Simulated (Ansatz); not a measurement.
# Static equation of state of (14,0) carbon nanotube bundle (112 atoms)

The cell holds 112 atoms: 112 C. Its edges and angles: a = 14.482 Å, b = 14.005 Å, c = 8.526 Å, α = 90.0°, β = 90.0°, γ = 121.1°. It derives from C (graphene). The starting structure: Graphene sheet (a = 2.46 Å) rolled into a (14,0) tube of diameter 10.96 Å, 2 periods, hexagonal bundle with 3.3 Å between walls; minimised with a classical potential (one cell length free).

Calculated with Ansatz 0.2.0: Kohn-Sham DFT, PBE+D4, PAW (set soft_2), plane waves; cutoff 420 eV, k-mesh 1×1×2, gaussian smearing of 0.025 eV. Cell and atoms were relaxed first, to V0 = 13.216 Å³ an atom at a residual P0 = -0.006 GPa. The cell was then scaled evenly, and the atoms were relaxed at each volume.

| volume (Å³/atom) | pressure (GPa) |
| --- | --- |
| 11.894 | ? |
| 12.423 | 6.914 |
| 12.820 | 3.548 |
| 13.612 | -2.614 |
| 14.009 | -4.760 |

Task: Fit the third-order Birch–Murnaghan equation to the rows given and extrapolate to the withheld row.

Worked fit:

Take the Eulerian strain f = ½[(V0/V)^(2/3) − 1] and the normalised pressure F = (P − P0) / [3f(1 + 2f)^(5/2)]. The third-order Birch–Murnaghan equation is then the line F = B0 + (3/2)B0(B′ − 4) f, so u = f and v = F.

```
      u = f  v = F (GPa)
  0.0210564      98.8178
  0.0102570      109.772
-0.00975631      93.5909
 -0.0190506      91.6590
```

With n = 4: mean u = 6.2660e-4, mean v = 98.4599, Σ(u − ū)² = 0.0010051, Σ(u − ū)(v − v̄) = 0.30063. Slope b = 0.30063 / 0.0010051 = 299.10; intercept a = v̄ − b ū = 98.273.

So B0 = a = 98.3 GPa and B′ = 4 + 2b/(3a) = 6.03. At the withheld volume f = 0.03638, F = a + b f = 109.2 GPa, and P = P0 + 3f(1 + 2f)^(5/2) F.

Prediction at 11.894: 14.20 GPa. The run gave 13.15 GPa, so the fit is high by 1.0 GPa (8.0 % of the value).

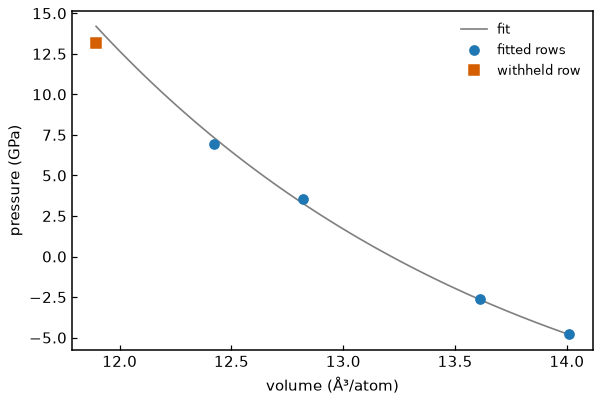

The fit, the rows that it rests on and the withheld row.

The series isn't one smooth equation of state: even a line fitted to all rows, the withheld one included, misses F by up to 9.4 %. B0 and B′ are then only the numbers of this fit, not moduli of the material. Among the rows given, the largest miss of the fit is at 12.423, by 0.40 GPa (2.2 % of the range of the table).

Limits: Static cells at zero temperature; the cell shape is held. The program notes that the SCF threshold of these relaxations is loose for the stress.

[Logs are printed without paths, hosts, clocks, repeated set-up lines and the standing remarks that a program may print on its own settings, such as how far it seeks lower states.]

[Hosts, paths, dates, database ids (printed as entryN), source tags and the programs' standing remarks are cut or masked in the printed files.]
